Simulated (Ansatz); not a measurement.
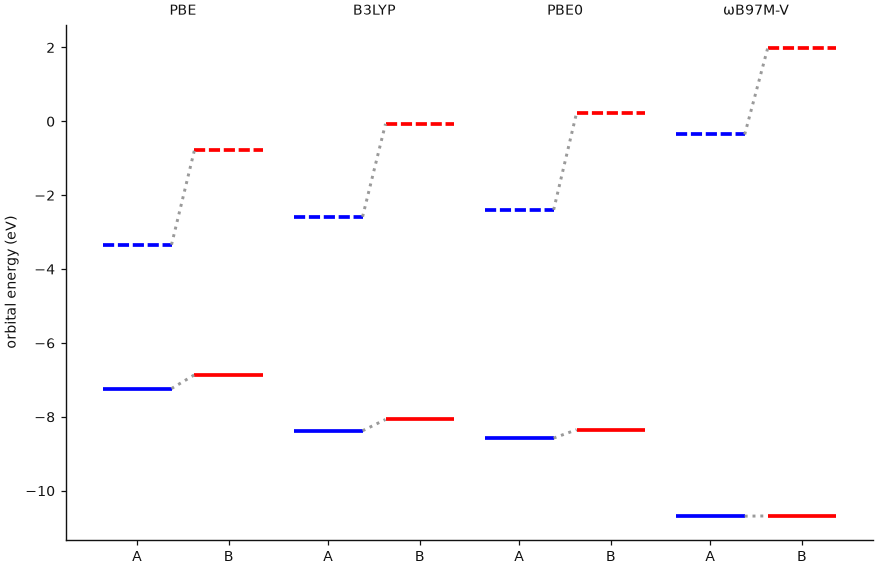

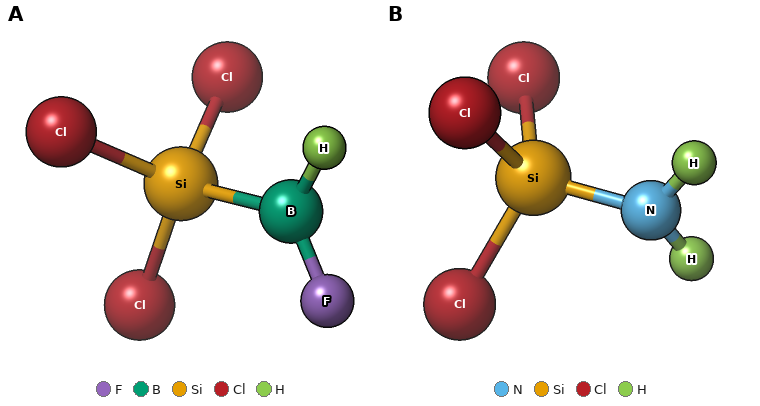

One change: A, BSiHCl₃F (SMILES FB[Si](Cl)(Cl)Cl), becomes B, SiNH₂Cl₃ (SMILES N[Si](Cl)(Cl)Cl). BHF (bound through B) on Si is replaced by NH₂. HOMO (solid) and LUMO (dashed) computed in def2-TZVPP at PBE0-D4/def2-TZVP geometries, both minima by their frequencies, gas phase, the Ansatz code. Empty levels above zero depend strongly on the basis.

What does the change do to HOMO and LUMO?

Answer. PBE: the HOMO rises by 0.37 eV, the LUMO rises by 2.56 eV, and the separation goes from 3.90 to 6.08 eV. B3LYP: the HOMO rises by 0.31 eV, the LUMO rises by 2.51 eV, and the separation goes from 5.80 to 8.00 eV. PBE0: the HOMO rises by 0.23 eV, the LUMO rises by 2.63 eV, and the separation goes from 6.18 to 8.58 eV. ωB97M-V: the HOMO hardly moves, the LUMO rises by 2.33 eV, and the separation goes from 10.33 to 12.66 eV.

Do the functionals agree on the effect?

Answer. They agree on the direction for both levels; the HOMO shift lies between 0.01 and 0.37 eV and the LUMO shift between 2.33 and 2.63 eV, while the separations themselves differ by up to 6.6 eV between functionals.
